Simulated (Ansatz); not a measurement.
C$_{2}$H$_{4}$FGa (SMILES C=[C](F)[GaH2])

Input

```
crystal:
  periodic: [false, false, false]
  atoms:
    - {symbol: C, position_ang: [1.044554, 0.794106, 0.556938]}
    - {symbol: C, position_ang: [0.050901, 0.547174, -0.289316]}
    - {symbol: F, position_ang: [-0.263374, 1.501134, -1.198255]}
    - {symbol: Ga, position_ang: [-0.997812, -1.115878, -0.309752]}
    - {symbol: H, position_ang: [1.314311, 0.047488, 1.292515]}
    - {symbol: H, position_ang: [1.600311, 1.726637, 0.536167]}
    - {symbol: H, position_ang: [-2.149426, -1.311885, -1.347030]}
    - {symbol: H, position_ang: [-0.599465, -2.188785, 0.758744]}
basis:
  gaussian: {orbitals: def2-TZVPP}
hamiltonian: {xc: pbe0, dispersion: d4}
output: {orbitals: {seedname: orbitals}}
```

Launched as:

```sh
ansatz run in.yaml --threads 2 --pin off --events-out ev --progress --plain --max-ram 4352MiB
```

Geometry: PBE0-D4/def2-TZVP.

The calculation used RKS PBE0-D4/def2-TZVPP (Ansatz 0.2.0).

Predict the electron density and electron localisation function between the atoms.

Answer. C–C (1.33 Å): ρ at the midpoint is about 2.4 e/Å³; the ELF peaks at about 0.95 between the atoms (a short, multiple covalent bond).
C–F (1.35 Å): ρ at the midpoint is about 2.2 e/Å³, with its minimum of 1.7 e/Å³ about 0.5 Å from C; the ELF peaks at about 0.80 between the atoms; a shared but strongly polarised pair.
C–Ga (1.97 Å): ρ at the midpoint is about 0.8 e/Å³; the ELF peaks at about 0.95 in the valence shell of C, 0.7 Å from its nucleus, and is about 0.55 at the midpoint.
C–H (1.08 Å): ρ is about 2.1 e/Å³ halfway; the ELF climbs to about 1 towards the hydrogen, as it does in any bond to H: a covalent bond by its length.

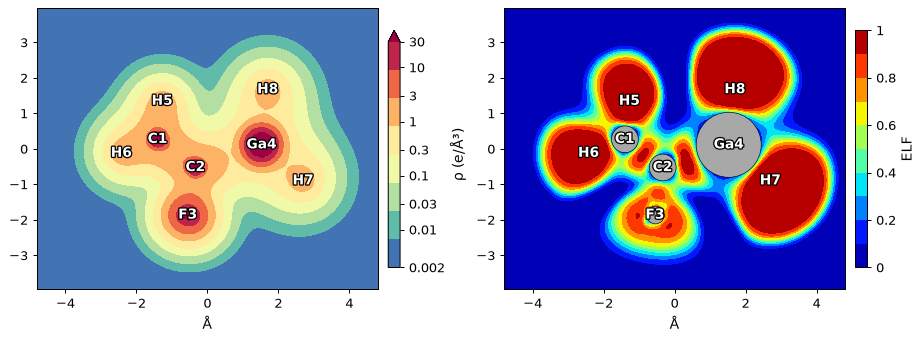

Computed electron density and electron localisation function on the molecular plane, in this order. Grey discs cover the atomic cores in the ELF map. 
